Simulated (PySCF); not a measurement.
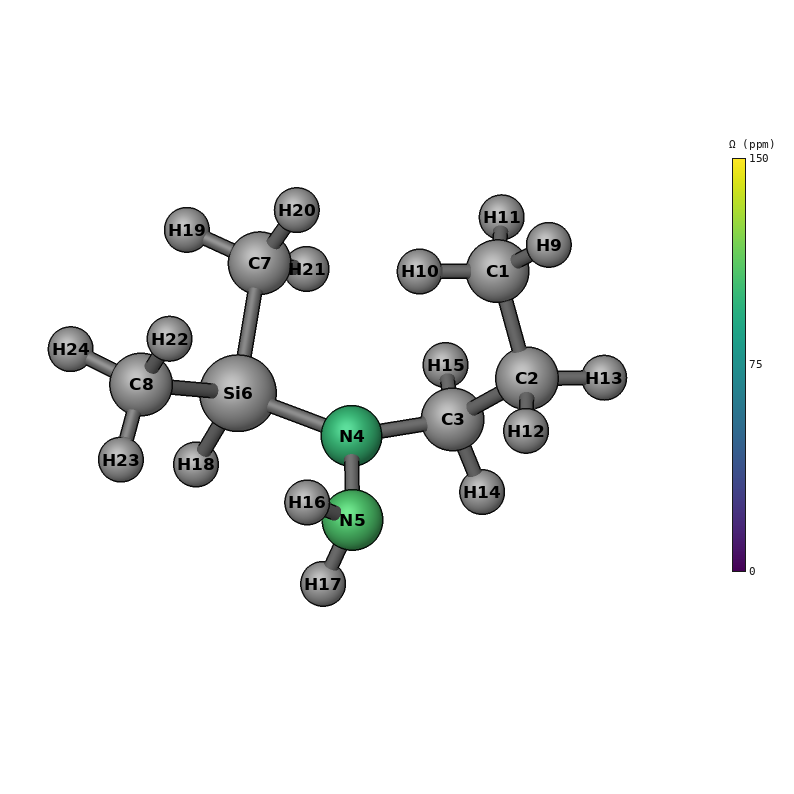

The N atoms are coloured by the span of their shielding tensor. The computed structure is the end point of a GFN2-xTB optimisation. No frequency run is at hand to confirm it as a minimum. Level of theory: GIAO PBE0/pcSseg-1 NMR shielding, non-relativistic, gas phase (PySCF 2.14.0). Principal shieldings σ11 ≤ σ22 ≤ σ33, span Ω = σ33 − σ11, skew κ = 3(σiso − σ22)/Ω.

Give the shielding tensors of the N atoms.

```
atom    σ11    σ22    σ33   σiso      Ω     κ
  N4  159.0  186.6  260.1  201.9  101.1  0.45
  N5  145.8  172.8  254.0  190.9  108.2  0.50
```

Shieldings and span in ppm.

The geometry is semi-empirical. Around Si such bond lengths and angles can be off by a tenth of an ångström or more and by several degrees, and values that hang on the shape move with them.
